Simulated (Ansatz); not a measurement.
# AlH5O3Si: what the fields show

```xyz
10

Al   -0.2086   -0.3439   -0.1632
O    -0.9476   -0.3975    1.3844
Si   -1.3678   -0.4364    3.0431
H    -2.6368   -1.2496    3.2260
H    -0.2624   -1.0661    3.8724
H    -1.6125    0.9733    3.5519
O     1.5279   -0.2856   -0.2801
H     2.0930   -0.2521   -1.0722
O    -1.1216   -0.3465   -1.6472
H    -2.0764   -0.3750   -1.8286
```

All numbers below come from Ansatz, RKS revPBE/6-31G.

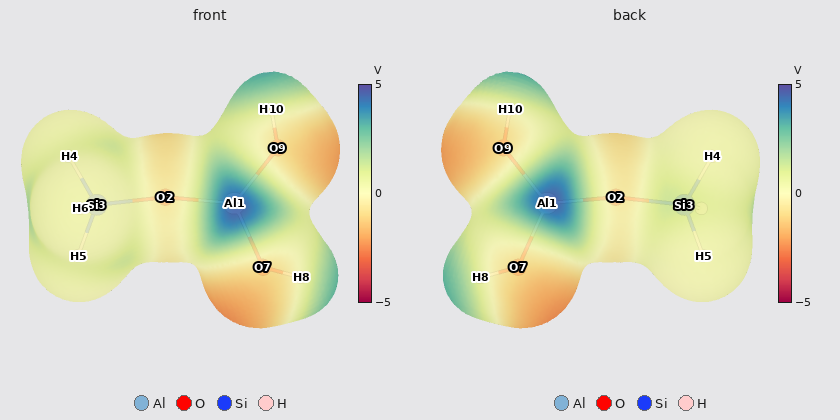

Figure 1. The molecular electrostatic potential painted on the density surface at 0.004 e/bohr³, seen from the front and from behind; red is negative and blue positive.

**Where is the surface potential most negative and most positive?**

The most negative region (about −2.3 V) lies over O7, the most positive (about +4.4 V) over Al1. O7 is the likeliest acceptor of a hydrogen bond.

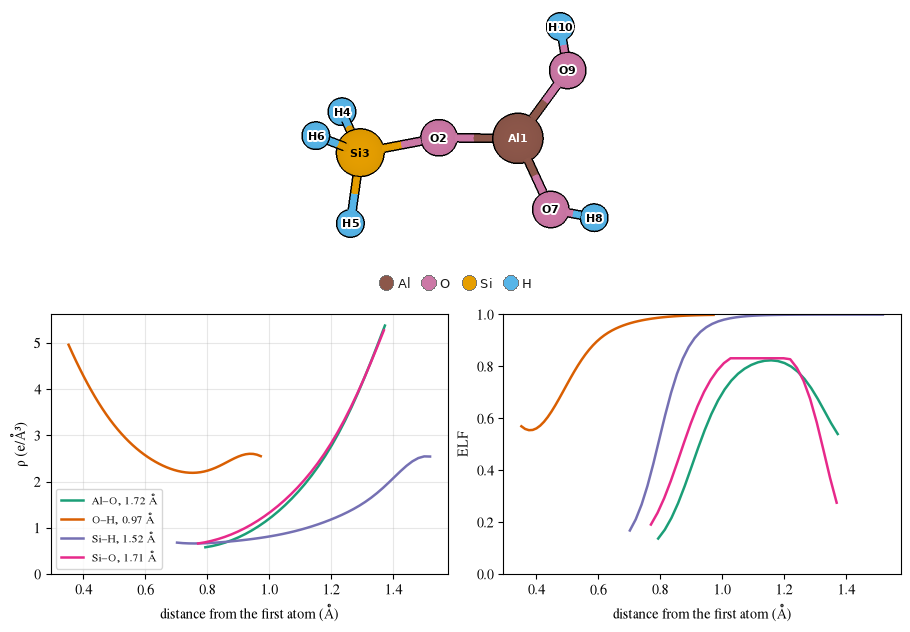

Figure 2. Electron density and electron localisation function along straight lines between neighbouring atoms. The curves leave out the atomic cores. The structure is drawn too.

**What can be read from the curves?**

Al–O (1.72 Å): ρ is about 0.68 e/Å³ halfway; the ELF peaks at about 0.80 in the valence shell of O, 0.6 Å from its nucleus, and is about 0.25 at the midpoint.
O–H (0.97 Å): ρ at the midpoint is about 3.3 e/Å³; the ELF climbs to about 1 towards the hydrogen, as it does in any bond to H; an ordinary covalent bond to hydrogen.
Si–H (1.52 Å): ρ at the midpoint is about 0.66 e/Å³; the ELF climbs to about 1 towards the hydrogen.
Si–O (1.71 Å): ρ is about 0.8 e/Å³ halfway; the ELF peaks at about 0.85 between the atoms, as expected for a shared but strongly polarised pair.

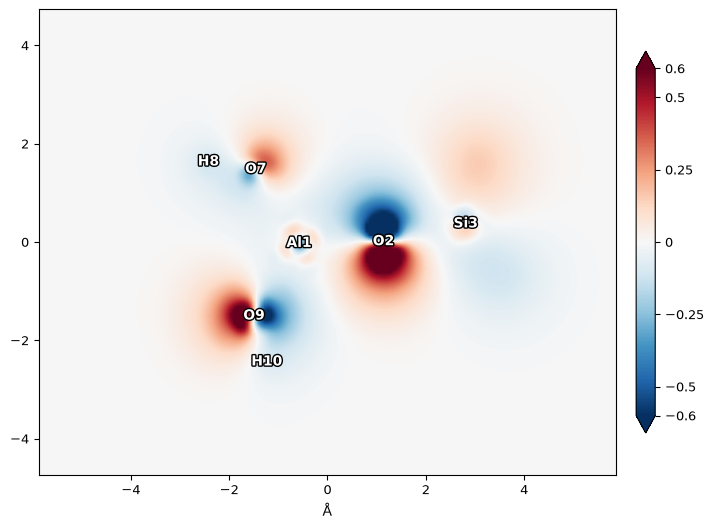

Figure 3. The HOMO−1 on the plane of atoms O7, Al1 and O9 (values in Å⁻³ᐟ²; the overall sign is arbitrary).

**Where does this orbital lie, and at what energy?**

By Hirshfeld shares it lies mainly on O2 (about 50 %), O9 (about 20 %) and H5 (about 5 %). Its energy is −6.70 eV.
